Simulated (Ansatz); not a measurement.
## Electronic structure of F$_{3}$H$_{4}$W (doublet) in real space

Input file:

```
crystal:
  periodic: [false, false, false]
  atoms:
    - { symbol: W, position_ang: [0.244518, 0.635789, 0.247879] }
    - { symbol: F, position_ang: [0.330938, 0.927493, 2.084207] }
    - { symbol: H, position_ang: [1.491248, -0.403765, -0.237495] }
    - { symbol: F, position_ang: [-0.218792, 1.756706, -1.19556] }
    - { symbol: H, position_ang: [-1.311147, 0.042779, 0.267206] }
    - { symbol: H, position_ang: [-0.054547, -0.957555, 0.799088] }
    - { symbol: H, position_ang: [-0.196236, -0.596255, -0.822556] }
    - { symbol: F, position_ang: [-0.285982, -1.275192, 2.777232] }
magnetization:
  spin_polarized: true
  initial_magnetization: 1
basis:
  gaussian: { orbitals: def2-SVP }
hamiltonian:
  xc: pbe
  dispersion: d4
relax:
  f_tol: 0.03
  max_steps: 50
output:
  orbitals: {}
```

Launched as:

```sh
ansatz run input.yaml --threads 4 --pin off --max-ram 5120MiB --backend cpu --events-out ev --progress --plain --runs-dir out
```

The fields are those of the run's last geometry, not of the input's.

Core potentials replace the inner electrons of W.

Method: Ansatz, UKS PBE-D4/def2-SVP.

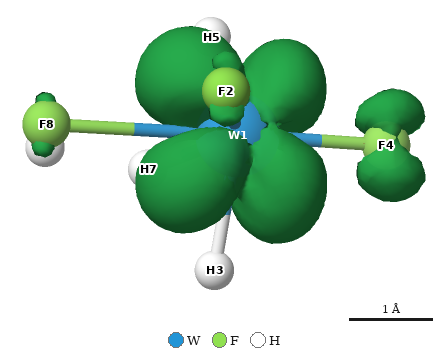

Figure 1. Isosurfaces of the spin density at +0.04 (green) and −0.04 e/Å³ (red), seen from one side.

Where is the unpaired spin?

Answer. The unpaired spin (1 electron) lies mostly on W1 (about 0.9) and F4 (about 0.1), in electrons by Hirshfeld's partition.

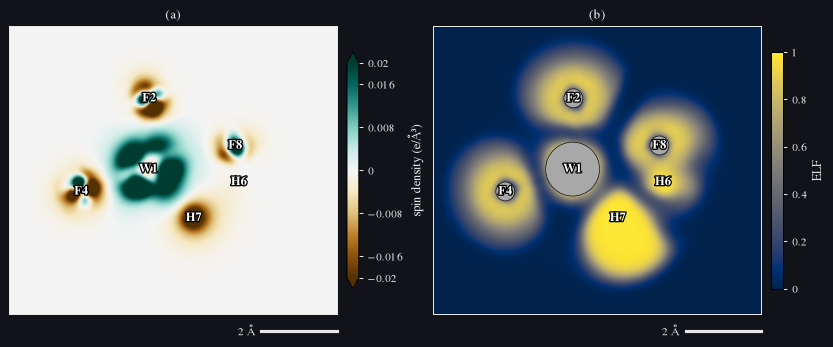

Figure 2. (a) spin density (α minus β); (b) ELF on the plane of atoms F4, W1 and H7. Grey discs cover the atomic cores in the ELF map.

Describe what can be read from this map.

Answer. The section cuts through W, F and H sites. W–F (1.87 Å): the ELF peaks at about 0.85 in the valence shell of F, 0.5 Å from its nucleus, and drops to about 0.20 between the two atoms. F–H (0.97 Å): the ELF climbs to about 1 towards the hydrogen, as it does in any bond to H: an ordinary covalent bond to hydrogen.

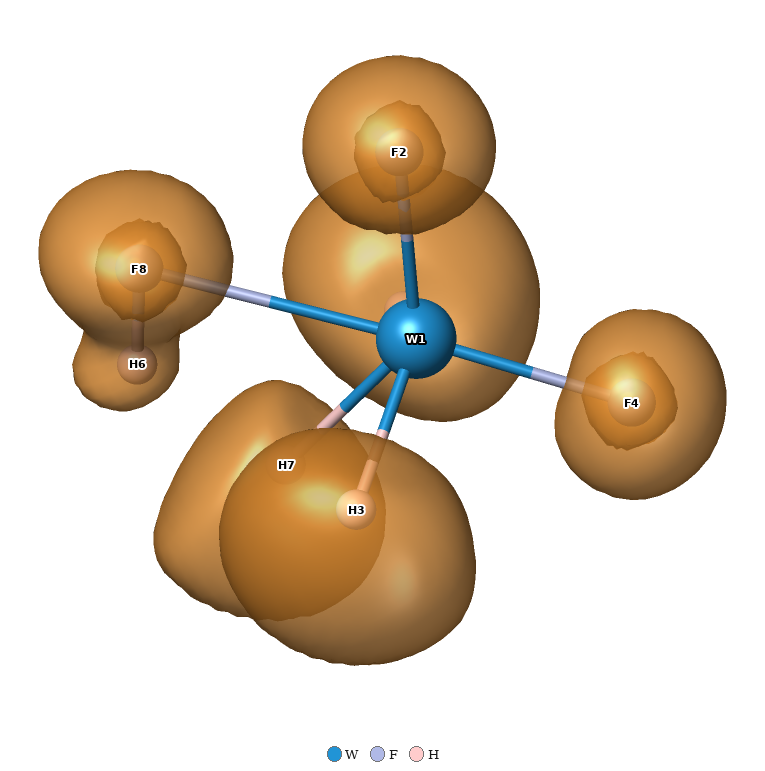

Figure 3. Isosurface of the ELF at 0.75 (orange), seen at a tilt. Only the valence region is drawn (cores and ρ < 0.01 e/Å³ removed).

Describe the localisation domains.

Answer. The ELF exceeds this value in three regions around hydrogen nuclei, two regions wrapped around F (the valence shell of each) and one joined region spread over several atoms (F, H), in which their bonds and any lone pairs are merged.


 F–H (0.97 Å): the ELF climbs to about 1 towards the hydrogen: a covalent bond by its length.

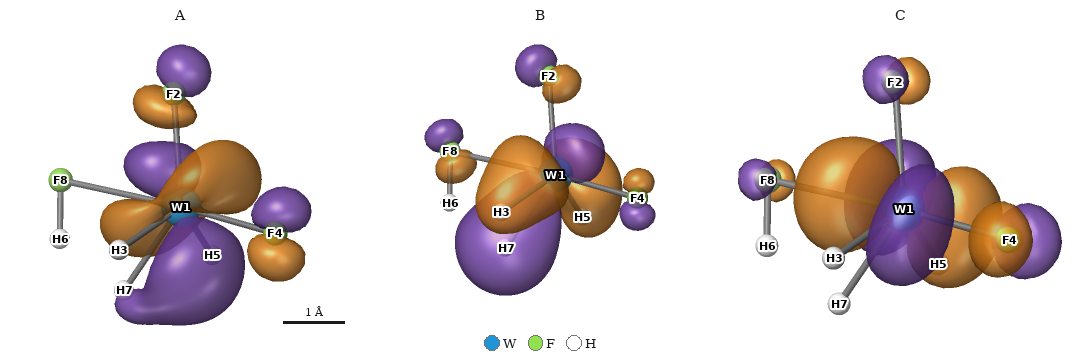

Figure 4. Three frontier orbitals at ±0.15 Å⁻³ᐟ² (orange and purple are the two phases), in no order.

Which picture is the HOMO−1, the HOMO and the LUMO? All are α orbitals.

Answer. B is the HOMO−1 (α) (−7.68 eV). It lies mainly on W1 (about 45 %), H7 (about 25 %), H3 (about 10 %) and H5 (about 10 %). C is the HOMO (α) (−4.75 eV). Its weight (Hirshfeld) is mainly on W1 (about 75 %) and F4 (about 15 %). A is the LUMO (α) (−3.19 eV). By Hirshfeld shares it lies mainly on W1 (about 65 %), F4 (about 10 %) and F2 (about 10 %).

What is the gap between the highest occupied and lowest empty α orbitals?

Answer. 1.56 eV between the orbital energies.
